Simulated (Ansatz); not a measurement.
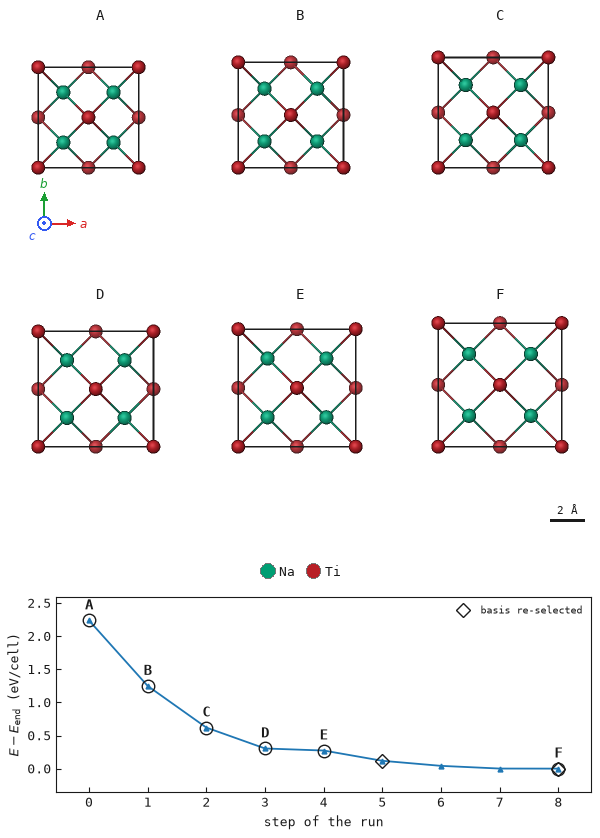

Frames of a relaxation of crystalline Na₂Ti (built on the fluorite_225 type) (coarse preliminary run), marked on the history of the run. A ball-and-stick model of the conventional cell (4 times the calculation's cell), seen along the c axis. Lengths and directions refer to the drawn axes.

Case: fluorite type (Fm-3m, No. 225).

Computed with DFT PBE, scalar-relativistic, plane waves, PAW (Ansatz). Settings: plane-wave cutoff 420 eV; k-point mesh 6 × 6 × 6; occupations gaussian; smearing width 0.1 eV; no spin polarisation; cell and atoms relaxed; force threshold 0.04 eV/Å; at most 70 steps.

What happens along the run?

Answer. The atoms keep their places relative to the cell (all moves are under 0.005 Å). The drawn cell changes as follows: a = b = c 6.029 → 7.418 Å (+23.0 %); the volume changes by +86.3 %. Some distances before and after: Na–Na 3.014 → 3.709 Å, Na–Ti 2.611 → 3.212 Å. The space group stays Fm-3m (No. 225). Over 6 accepted moves (8 points after the start) the energy falls by 2.237 eV per cell of the calculation. All forces vanish by symmetry, so only the cell relaxes. The pressure goes from 24.19 to 0.23 GPa. The SCF was repeated twice at an unchanged geometry on a basis and grid sized afresh for the cell, which shifted the energy by 0.155 eV per cell of the calculation at most. From step 0 to 1: volume +15.3 %, energy −0.989 eV per cell of the calculation. From step 1 to 2: volume +14.6 %, energy −0.629 eV per cell of the calculation. From step 2 to 3: volume +14.3 %, energy −0.315 eV per cell of the calculation. From step 3 to 4: volume +6.1 %, energy −31.2 meV per cell of the calculation. From step 4 to 8: volume +16.3 %, energy −0.273 eV per cell of the calculation.
